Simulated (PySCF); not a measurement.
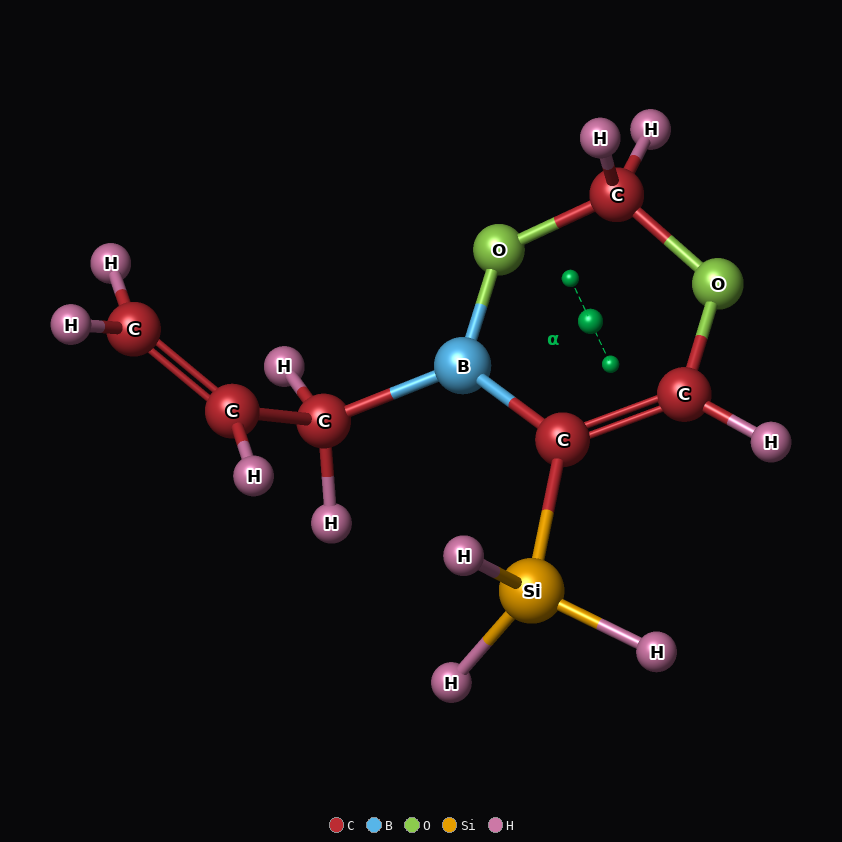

The small points mark where nucleus-independent chemical shifts (NICS) were computed: at the centre of each lettered ring and 1 Å above and below it. Computed geometry: GFN2-xTB optimisation. No frequency run is at hand to confirm it as a minimum. Properties computed with GIAO PBE0/pcSseg-1 NMR shielding, non-relativistic, gas phase (PySCF 2.14.0).

Give NICS(0), NICS(1) and the out-of-plane component NICS(1)zz for each ring (means of the two sides).

```json
{"ring": "α", "members": "C3BO2", "NICS(0)": "0.2", "NICS(1)": "−1.4", "NICS(1)zz": "1.7"}
```

Values in ppm.

Question: What do the values say about the ring currents?

Answer: Ring α: weak, as in a non-aromatic ring. NICS is one index among several.

The geometry is semi-empirical. Around B, Si such bond lengths and angles can be off by a tenth of an ångström or more and by several degrees, and values that hang on the shape move with them.
